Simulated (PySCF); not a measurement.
# C4H8Si: the cost of one run

Computed with PySCF 2.14.0, with density-fitted response routines of our own, on a single molecule in the gas phase. Atoms count from 0, in the outputs and in this text.

## 1. The molecule as given

13 atoms, charge 0, multiplicity 1; geometry from: PBE0-D3(BJ)/def2-SVP.

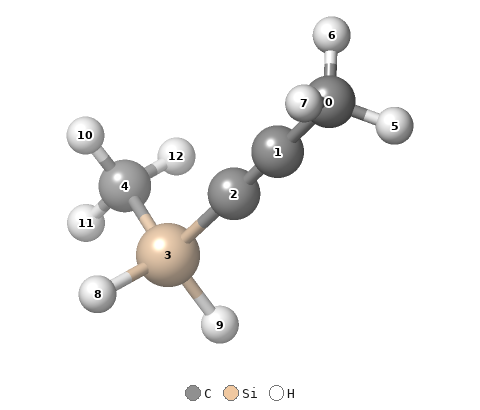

The starting geometry (carbon grey, silicon light orange, hydrogen white), atoms numbered.

## 2. NMR shieldings: HF/pcSseg-2

Job settings and geometry (Å):

```
{"job": {"kind": "nmr", "xc": "HF", "basis": "pcSseg-2", "pop": false}, "charge": 0, "multiplicity": 1}
C      2.845543    -0.982037     0.229102
C      1.555598    -0.322571     0.310930
C      0.474456     0.237474     0.378488
Si    -1.163775     1.051903     0.457408
C     -2.427902     0.093002    -0.544842
H      3.202552    -1.279342     1.227761
H      2.788185    -1.888607    -0.393695
H      3.601699    -0.315702    -0.214784
H     -1.035657     2.445836    -0.069329
H     -1.592769     1.136843     1.887590
H     -2.128123     0.046919    -1.602781
H     -3.417099     0.572563    -0.484743
H     -2.518241    -0.937109    -0.168020
```

Method: GIAO HF/pcSseg-2 NMR shielding, non-relativistic, gas phase.

Command:

```
$ OMP_NUM_THREADS=1 python probes_run.py task.json out
```

This one command runs all jobs of the session in turn.

**Question.** How long does this first job take on 1 thread of Intel Xeon Platinum 8259CL at 2.50GHz, shared host, and how much memory does it need?

About 33 s, with a peak of 1.1 GiB.
